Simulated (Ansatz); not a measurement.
# Nudged elastic band, with input and output: C$_{2}$H$_{5}$NOSSe

System: C$_{2}$H$_{5}$NOSSe.
Method: RKS PBE0-D4/def2-SVP (Ansatz 0.2.0).

It belongs to a series of runs on one base structure; here: band between the two ends. Figures and captions count atoms from 1; the log counts them from 0 in places.

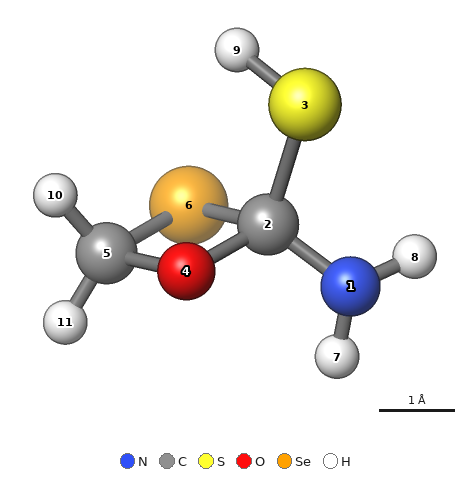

Fig. 1: The starting structure (ball-and-stick view, seen at a tilt; atoms are numbered from 1 in the order of the input).

**Input file**
```yaml
crystal:
  periodic: [false, false, false]
  atoms:
    - { symbol: "N", position_ang: [-1.666012, -0.652207, 0.285136] }
    - { symbol: C, position_ang: [-0.500733, 0.089728, 0.202203] }
    - { symbol: S, position_ang: [-0.907518, 1.785776, 0.758748] }
    - { symbol: O, position_ang: [0.032035, -0.019223, -1.083604] }
    - { symbol: C, position_ang: [1.411051, -0.216841, -0.878997] }
    - { symbol: Se, position_ang: [1.285888, -0.585233, 1.040641] }
    - { symbol: H, position_ang: [-1.560095, -1.606898, -0.043452] }
    - { symbol: H, position_ang: [-2.154875, -0.582614, 1.170122] }
    - { symbol: H, position_ang: [0.345605, 2.09928, 1.143158] }
    - { symbol: H, position_ang: [1.998695, 0.691136, -1.093098] }
    - { symbol: H, position_ang: [1.781457, -1.060005, -1.480156] }
basis:
  gaussian: { orbitals: def2-SVP }
hamiltonian:
  xc: pbe0
  dispersion: d4
neb:
  order_check: false
  images: 4
  f_tol: 0.03
  max_iterations: 34
  climbing: false
  final_atoms:
    - { symbol: "N", position_ang: [-1.51180762, -0.78367491, 0.63734196] }
    - { symbol: C, position_ang: [-0.40215999, 0.04752681, 0.44658975] }
    - { symbol: S, position_ang: [-0.81608526, 1.63103086, 1.23917015] }
    - { symbol: O, position_ang: [0.03697336, 0.23556429, -0.89676006] }
    - { symbol: C, position_ang: [1.37127179, -0.20919096, -0.88049405] }
    - { symbol: Se, position_ang: [1.31692637, -0.83340441, 0.98122141] }
    - { symbol: H, position_ang: [-1.36118024, -1.70870003, 0.24409044] }
    - { symbol: H, position_ang: [-2.36767591, -0.36719847, 0.27482863] }
    - { symbol: H, position_ang: [0.15783877, 2.33051808, 0.62175627] }
    - { symbol: H, position_ang: [2.09217256, 0.61096785, -1.03263317] }
    - { symbol: H, position_ang: [1.54922416, -1.01054009, -1.61441034] }
  initial_path:
    images:
      - { positions_ang: [[-1.666012, -0.652207, 0.285136], [-0.500733, 0.089728, 0.202203], [-0.907518, 1.785776, 0.758748], [0.032035, -0.019223, -1.083604], [1.411051, -0.216841, -0.878997], [1.285888, -0.585233, 1.040641], [-1.560095, -1.606898, -0.043452], [-2.154875, -0.582614, 1.170122], [0.345605, 2.09928, 1.143158], [1.998695, 0.691136, -1.093098], [1.781457, -1.060005, -1.480156]] }
      - { positions_ang: [[-1.59982374, -0.73847902, 0.31804843], [-0.47597215, 0.0972797, 0.23635457], [-0.91230576, 1.75991389, 0.85476438], [0.05323953, 0.09854536, -1.06596411], [1.37134221, -0.22307603, -0.85962967], [1.24300154, -0.58932455, 1.05709863], [-1.52798483, -1.57741934, -0.17944575], [-2.12326867, -0.62405656, 1.17763835], [0.34936084, 2.19260711, 0.97803372], [2.02629462, 0.64107146, -1.05404166], [1.6616144, -1.09416301, -1.44215587]] }
      - { positions_ang: [[-1.53363547, -0.82475105, 0.35096085], [-0.45121129, 0.1048314, 0.27050613], [-0.91709352, 1.73405177, 0.95078076], [0.07444406, 0.21631373, -1.04832423], [1.33163343, -0.22931105, -0.84026235], [1.20011507, -0.59341609, 1.07355626], [-1.49587466, -1.54794068, -0.3154395], [-2.09166234, -0.66549912, 1.1851547], [0.35311669, 2.28593421, 0.81290944], [2.05389423, 0.59100691, -1.01498533], [1.54177181, -1.12832103, -1.40415574]] }
      - { positions_ang: [[-1.5027946, -0.85104463, 0.42140204], [-0.43149669, 0.09639116, 0.31938348], [-0.89880697, 1.70310274, 1.04686519], [0.07543173, 0.26727118, -1.01095544], [1.32367759, -0.22778105, -0.84056176], [1.20632274, -0.64305038, 1.06167235], [-1.45609171, -1.56830109, -0.25793101], [-2.13422252, -0.62241601, 1.00609603], [0.31556344, 2.33218183, 0.70862909], [2.07258974, 0.57497328, -1.00289236], [1.49532524, -1.11842805, -1.43100661]] }
      - { positions_ang: [[-1.50730111, -0.81735977, 0.529372], [-0.41682834, 0.07195899, 0.38298662], [-0.85744612, 1.6670668, 1.14301767], [0.05620254, 0.25141773, -0.95385775], [1.34747469, -0.218486, -0.8605279], [1.26162456, -0.73822739, 1.02144688], [-1.40863597, -1.63850056, -0.00692028], [-2.25094922, -0.49480724, 0.64046233], [0.23670111, 2.33134995, 0.66519268], [2.08238115, 0.59297056, -1.01776277], [1.5222747, -1.06448407, -1.52270847]] }
      - { positions_ang: [[-1.51180762, -0.78367491, 0.63734196], [-0.40215999, 0.04752681, 0.44658975], [-0.81608526, 1.63103086, 1.23917015], [0.03697336, 0.23556429, -0.89676006], [1.37127179, -0.20919096, -0.88049405], [1.31692637, -0.83340441, 0.98122141], [-1.36118024, -1.70870003, 0.24409044], [-2.36767591, -0.36719847, 0.27482863], [0.15783877, 2.33051808, 0.62175627], [2.09217256, 0.61096785, -1.03263317], [1.54922416, -1.01054009, -1.61441034]] }
```

Run as:
```bash
ansatz run input.yaml --threads 2 --pin off --max-ram 3072MiB --backend cpu --events-out ev --progress --plain --runs-dir out
```

**Log**
```
Engine: ansatz 0.2.0, aarch64-unknown-linux-gnu
Functional definition: PBE0
  parameter a = 0.25
  parameter kappa = 0.804
  parameter beta = 0.06672455060314922
  exchange = (1 - a)*pbe_x(kappa = kappa, mu = beta*pi^2/3) + a*exact_x
  correlation = pbe_c(beta = beta)
1410 factors; integrals over basis functions are off by at most 3.8e-4 eV
mean field evaluation 1: about -81837.6353 eV, gradient 5.1e1 eV
mean field evaluation 2: about -81828.2318 eV, gradient 8.0e1 eV
mean field evaluation 4: about -81842.8655 eV, gradient 4.5e0 eV
mean field evaluation 8: about -81842.9494 eV, gradient 5.7e-1 eV
mean field evaluation 16: about -81842.9501 eV, gradient 6.0e-5 eV
mean field -81842.95011875 eV, -3007.6729417199 hartree, gradient 6.0e-5 eV, S^2 0.000000; 0 other end points of the search recorded, 0 dependent functions left out
the calculation of the forces begins
reference -81842.95014267 eV, -3007.6729425990 hartree; 41, 41 occupied and 90, 90 virtual orbitals, 1410 factors
1410 factors; integrals over basis functions are off by at most 5.8e-4 eV
mean field evaluation 32: about -81842.9351 eV, gradient 1.9e-4 eV
mean field -81842.93507254 eV, -3007.6723887821 hartree, gradient 3.7e-5 eV, S^2 0.000000; 0 other end points of the search recorded, 0 dependent functions left out
[... from here on the field's lines of each further geometry are left out, up to the last ...]
NEB iter   1: max|band force component| = 1.628e1 eV/Å  barrier→ = 1.5933 eV  barrier← = 1.5784 eV  Δτ_max = 0.1923 Å  (168 SCF iters)
NEB iter   2: max|band force component| = 2.430e0 eV/Å  barrier→ = 0.3700 eV  barrier← = 0.3551 eV  Δτ_max = 0.1984 Å  (121 SCF iters)
NEB iter   3: max|band force component| = 9.221e-1 eV/Å  barrier→ = 0.2000 eV  barrier← = 0.1851 eV  Δτ_max = 0.1363 Å  (119 SCF iters)
NEB iter   4: max|band force component| = 3.363e-1 eV/Å  barrier→ = 0.1560 eV  barrier← = 0.1410 eV  Δτ_max = 0.1050 Å  (123 SCF iters)
NEB iter   5: max|band force component| = 3.090e-1 eV/Å  barrier→ = 0.1450 eV  barrier← = 0.1301 eV  Δτ_max = 0.0270 Å  (123 SCF iters)
NEB iter   6: max|band force component| = 9.527e-2 eV/Å  barrier→ = 0.1417 eV  barrier← = 0.1268 eV  Δτ_max = 0.0136 Å  (128 SCF iters)
NEB iter   7: max|band force component| = 4.150e-2 eV/Å  barrier→ = 0.1412 eV  barrier← = 0.1263 eV  Δτ_max = 0.0104 Å  (115 SCF iters)
the calculation of the forces begins
reference -81842.89472860 eV, -3007.6709061695 hartree; 41, 41 occupied and 90, 90 virtual orbitals, 1410 factors
1410 factors; integrals over basis functions are off by at most 3.1e-4 eV
mean field evaluation 352: about -81837.3896 eV, gradient 5.2e1 eV
mean field -81842.80983304 eV, -3007.6677863154 hartree, gradient 1.8e-5 eV, S^2 0.000000; 1 other end points of the search recorded, 0 dependent functions left out
the calculation of the forces begins
reference -81842.80985710 eV, -3007.6677871993 hartree; 41, 41 occupied and 90, 90 virtual orbitals, 1410 factors
NEB iter   8: max|band force component| = 2.516e-2 eV/Å  barrier→ = 0.1411 eV  barrier← = 0.1262 eV  Δτ_max = 0.0000 Å  (218 SCF iters)
```

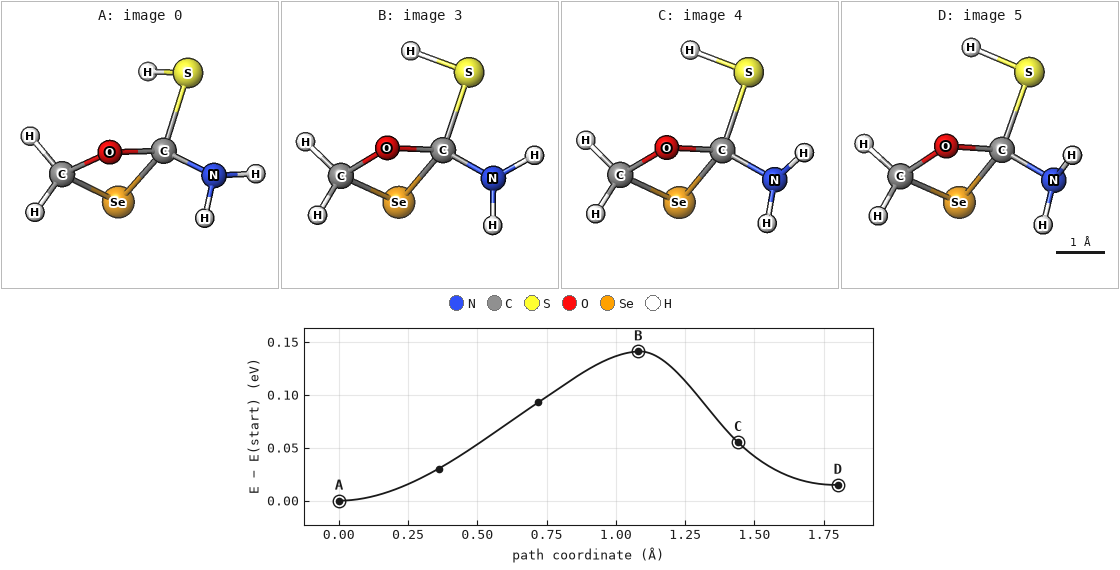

Fig. 2: Images of the last band (counted from 0; ball-and-stick, seen at a tilt) above the energy along the path; the line is a cubic interpolation that uses the forces. The highest image is number 3, 0.141 eV above the start and 0.126 eV above the end; the end lies 0.015 eV above the start. The path is 1.80 Å long. The band converged in 8 iterations.

```
Total energy: -81843.09712843 eV, -3007.6783442260 hartree
Atom 0 at    -1.572240    -0.746567     0.387192 Å, force    -0.012910     0.002451    -0.003854 eV/Å
Atom 1 at    -0.442927     0.040392     0.324669 Å, force    -0.007249    -0.022376    -0.003792 eV/Å
Atom 2 at    -0.852088     1.627642     1.125060 Å, force    -0.003524     0.007975    -0.003033 eV/Å
Atom 3 at     0.081970     0.207283    -0.981015 Å, force     0.001775     0.008923    -0.014356 eV/Å
Atom 4 at     1.428563    -0.186037    -0.881214 Å, force    -0.002629    -0.006707     0.004911 eV/Å
Atom 5 at     1.297464    -0.825317     0.963221 Å, force     0.008091     0.005036     0.004555 eV/Å
Atom 6 at    -1.480835    -1.740861     0.238189 Å, force     0.008353     0.001023    -0.003248 eV/Å
Atom 7 at    -2.429889    -0.396980     0.786697 Å, force     0.000964     0.003757     0.013433 eV/Å
Atom 8 at     0.233825     2.274786     0.659746 Å, force     0.004207    -0.002374     0.004360 eV/Å
Atom 9 at     2.126085     0.661122    -0.991010 Å, force     0.000536     0.001950     0.002713 eV/Å
Atom 10 at     1.675570    -0.972564    -1.610835 Å, force     0.002387     0.000343    -0.001688 eV/Å
Dipole moment:    -0.030192    -0.154716    -0.055933 e Å
this run last wrote the band of iteration 8 to [file]
```

**The last band as extended XYZ (Å, eV, eV/Å)**
```
11
Properties=species:S:1:pos:R:3:forces:R:3 image=0 energy=-81843.23819
N    -1.6660   -0.6522    0.2851   -0.0048  -0.0010   0.0039
C    -0.5007    0.0897    0.2022    0.0056  -0.0004  -0.0001
S    -0.9075    1.7858    0.7587   -0.0074  -0.0013  -0.0002
O     0.0320   -0.0192   -1.0836   -0.0021  -0.0012  -0.0036
C     1.4111   -0.2168   -0.8790    0.0003  -0.0001   0.0019
Se    1.2859   -0.5852    1.0406   -0.0003  -0.0002  -0.0017
H    -1.5601   -1.6069   -0.0435    0.0025   0.0032  -0.0002
H    -2.1549   -0.5826    1.1701   -0.0017  -0.0007  -0.0014
H     0.3456    2.0993    1.1432    0.0059   0.0022   0.0015
H     1.9987    0.6911   -1.0931    0.0007   0.0005   0.0000
H     1.7815   -1.0600   -1.4802    0.0012  -0.0009  -0.0001
11
Properties=species:S:1:pos:R:3:forces:R:3 image=1 energy=-81843.20798
N    -1.6575   -0.6761    0.2739   -0.0229   0.0213  -0.0024
C    -0.4962    0.0817    0.2353   -0.0019  -0.0083  -0.0255
S    -0.9200    1.7317    0.8935   -0.0074   0.0328  -0.0520
O     0.0487    0.0821   -1.0533   -0.0151  -0.0270  -0.0186
C     1.4145   -0.2064   -0.8692   -0.0023  -0.0099   0.0015
Se    1.2672   -0.6845    1.0225    0.0026   0.0419   0.0205
H    -1.5120   -1.6521    0.0358   -0.0062   0.0196  -0.0490
H    -2.2218   -0.5581    1.1074    0.0420  -0.0361   0.0528
H     0.3506    2.1774    0.9304    0.0210  -0.0262   0.0676
H     2.0573    0.6755   -1.0290   -0.0218   0.0054  -0.0131
H     1.7349   -1.0283   -1.5266    0.0121  -0.0135   0.0183
11
Properties=species:S:1:pos:R:3:forces:R:3 image=2 energy=-81843.14529
N    -1.6290   -0.7072    0.2867   -0.0490   0.0379  -0.0561
C    -0.4753    0.0622    0.2726   -0.0147  -0.0138  -0.0337
S    -0.8957    1.6718    1.0237   -0.0210   0.0310  -0.0477
O     0.0696    0.1605   -1.0183   -0.0109  -0.0131  -0.0214
C     1.4235   -0.1950   -0.8732    0.0036  -0.0123   0.0072
Se    1.2753   -0.7684    0.9909   -0.0008   0.0328   0.0205
H    -1.4826   -1.7018    0.1578    0.0071   0.0168  -0.0345
H    -2.3235   -0.4834    0.9877    0.0527  -0.0509   0.1003
H     0.3003    2.2349    0.7676    0.0340  -0.0200   0.0519
H     2.1019    0.6654   -0.9997   -0.0127   0.0037  -0.0013
H     1.7008   -0.9961   -1.5751    0.0117  -0.0122   0.0148
11
Properties=species:S:1:pos:R:3:forces:R:3 image=3 energy=-81843.09710
N    -1.5722   -0.7466    0.3872   -0.0129   0.0025  -0.0039
C    -0.4429    0.0404    0.3247   -0.0072  -0.0224  -0.0038
S    -0.8521    1.6276    1.1251   -0.0035   0.0080  -0.0030
O     0.0820    0.2073   -0.9810    0.0018   0.0089  -0.0144
C     1.4286   -0.1860   -0.8812   -0.0026  -0.0067   0.0049
Se    1.2975   -0.8253    0.9632    0.0081   0.0050   0.0046
H    -1.4808   -1.7409    0.2382    0.0084   0.0010  -0.0032
H    -2.4299   -0.3970    0.7867    0.0010   0.0038   0.0134
H     0.2338    2.2748    0.6597    0.0042  -0.0024   0.0044
H     2.1261    0.6611   -0.9910    0.0005   0.0019   0.0027
H     1.6756   -0.9726   -1.6108    0.0024   0.0003  -0.0017
11
Properties=species:S:1:pos:R:3:forces:R:3 image=4 energy=-81843.18287
N    -1.5230   -0.7895    0.5937    0.0392  -0.0351   0.1825
C    -0.4187    0.0265    0.3901    0.0188  -0.0221   0.0534
S    -0.8299    1.6294    1.1534    0.0260   0.0024   0.0325
O     0.0481    0.1791   -0.9493   -0.0313  -0.0154   0.0255
C     1.4052   -0.1896   -0.8792   -0.0220  -0.0042  -0.0011
Se    1.3126   -0.8235    0.9734    0.0180   0.0018   0.0000
H    -1.4617   -1.7150    0.1870    0.0188   0.0185  -0.0437
H    -2.4359   -0.3538    0.5325   -0.0053   0.0407  -0.2054
H     0.2230    2.2851    0.6265   -0.0063   0.0053  -0.0230
H     2.0885    0.6684   -0.9985   -0.0348   0.0073  -0.0103
H     1.6574   -0.9742   -1.6089   -0.0211   0.0008  -0.0104
11
Properties=species:S:1:pos:R:3:forces:R:3 image=5 energy=-81843.22326
N    -1.5118   -0.7837    0.6373    0.0107  -0.0025  -0.0045
C    -0.4022    0.0475    0.4466   -0.0035   0.0037  -0.0036
S    -0.8161    1.6310    1.2392   -0.0025  -0.0108  -0.0034
O     0.0370    0.2356   -0.8968    0.0088   0.0109  -0.0028
C     1.3713   -0.2092   -0.8805   -0.0040  -0.0048   0.0064
Se    1.3169   -0.8334    0.9812   -0.0001   0.0003   0.0047
H    -1.3612   -1.7087    0.2441    0.0003  -0.0005   0.0042
H    -2.3677   -0.3672    0.2748   -0.0059   0.0050   0.0034
H     0.1578    2.3305    0.6218    0.0025  -0.0023  -0.0008
H     2.0922    0.6110   -1.0326   -0.0054   0.0000  -0.0035
H     1.5492   -1.0105   -1.6144   -0.0009   0.0011   0.0000
```

**Summary**

```json
{"quantity": "outcome", "value": "converged"}
{"quantity": "barrier, forward", "value": "0.141 eV"}
{"quantity": "barrier, backward", "value": "0.126 eV"}
{"quantity": "hardware", "value": "2 threads of Arm Neoverse N1, 16 GiB of memory available, shared host"}
{"quantity": "wall time", "value": "5.3 min (CPU time 10 min)"}
{"quantity": "peak memory", "value": "0.37 GiB"}
```

**Remarks**

The order of the saddle point was not checked.
